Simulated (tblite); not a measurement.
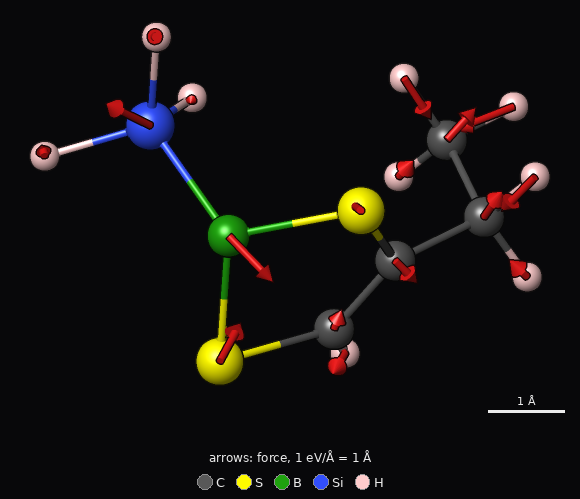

Starting geometry of C₄H₉BS₂Si with the computed forces as red arrows. A ball-and-stick model, seen at a tilt.

The calculation used GFN2-xTB geometry optimisation, gas phase in tblite. 

### Is this structure relaxed? If not, where do the atoms go?

It isn't relaxed: the largest force vector, on the Si atom, is 1.00 eV/Å. The final displacements have little in common with the starting forces (cosine between the two patterns 0.22). Over 121 geometry steps the energy falls by 152.6 kJ/mol. The atom that moves furthest after the best rigid fit is an H atom (2.28 Å). By element the largest moves are H 2.28 Å, S 1.82 Å, Si 1.08 Å, B 0.99 Å, C 0.97 Å. Some distances before and after: B–S 1.857 → 1.788 Å, C–S 1.790 → 1.744 Å, C–S 1.805 → 1.760 Å, B–Si 1.940 → 1.966 Å. Among the angles between lasting bonds that change: C–S–B 85.9° → 96.8°, C–S–B 86.7° → 96.0°, S–B–Si 118.2° → 124.3°. Groups turn about C–S by about 30°, C–S by about 30°, C–C by about 30°. The run took 1.1 s on 1 thread of Arm Neoverse V1, on a shared host.
